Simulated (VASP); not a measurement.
Band structure of C (space group Fd-3m). Computed with PBE GGA, VASP's PBE PAW potentials (set 64) (plane waves; VASP).

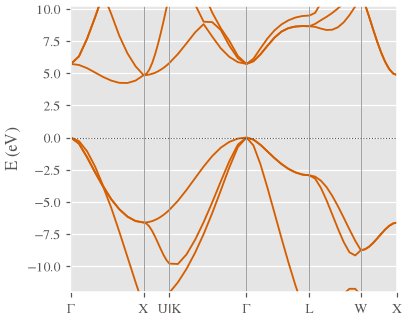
Fig. 1. Bands along high-symmetry lines, zero at the valence-band maximum or, without a gap, the Fermi level

Read the plot: is there a gap, and where are the band edges?

The gap is indirect, 4.23 eV, from the valence maximum at Γ to the conduction minimum at (0.38, 0.38, 0.00).

The structure comes from a computed database's C entry; how it stands against other phases isn't given here. The cell was not relaxed at this level.
